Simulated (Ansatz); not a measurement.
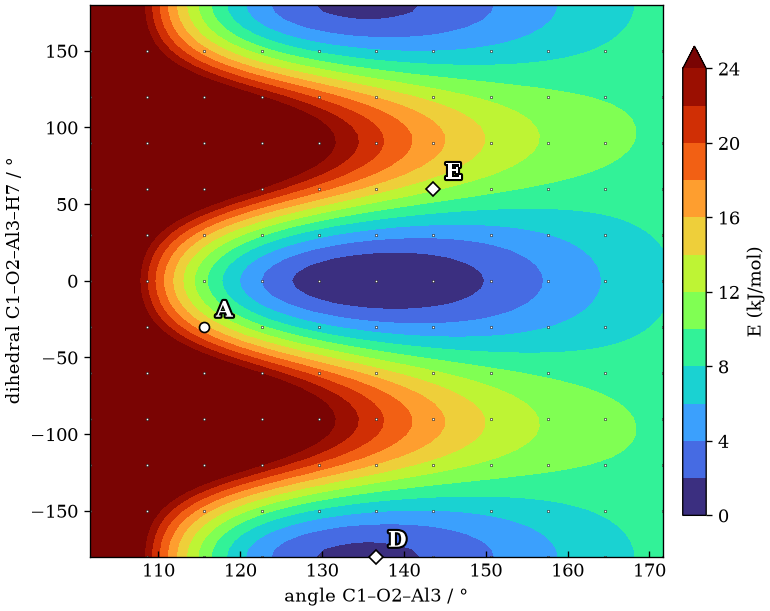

CH5AlO, SMILES C[O][AlH2]. First axis: angle C1–O2–Al3. Second axis: dihedral C1–O2–Al3–H7. Nothing is relaxed (all other coordinates rigid). Grid: 11 × 12 points. Energies: kJ/mol, counted from the lowest grid point. The calculation used RKS PBE-D4/def2-SVP in Ansatz 0.2.0.

In the figure: filled contours, dots at the grid points, one colour for all values above the top of the scale, lettered points. Between grid points the surface is interpolated.

> Rank the lettered points by energy, lowest first.

D (1.4 kJ/mol), E (12.3 kJ/mol), A (16.4 kJ/mol).

> What kind of point is each of A, D, E: minimum, saddle, maximum or slope?

A: on a slope; D: minimum; E: on a slope. (In these two coordinates alone; a stationary point may lie a little off the grid point.)
